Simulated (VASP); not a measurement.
Band structure of LiBr (rock salt). All values below come from LDA (Ceperley-Alder, Perdew-Zunger), VASP's LDA PAW potentials (set 64) (plane waves; VASP).

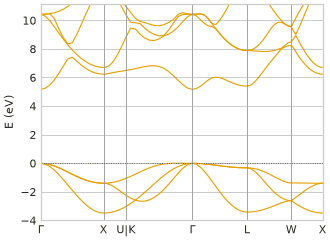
*Bands along high-symmetry lines, zero at the valence-band maximum or, without a gap, the Fermi level*

Q: Read the plot: is there a gap, and where are the band edges?

A: The gap is indirect, 5.17 eV, from the valence maximum at K-Γ at 0.79 to the conduction minimum at Γ. (Edges off the drawn lines would not show.)

Measured: gap 7.60 eV (computed value off by -2.43 eV), as given by Abedi et al., (2022), arXiv:2211.14644.

The compound is LiBr in the rock salt structure. It was relaxed first, which changed the volume by -10 %.
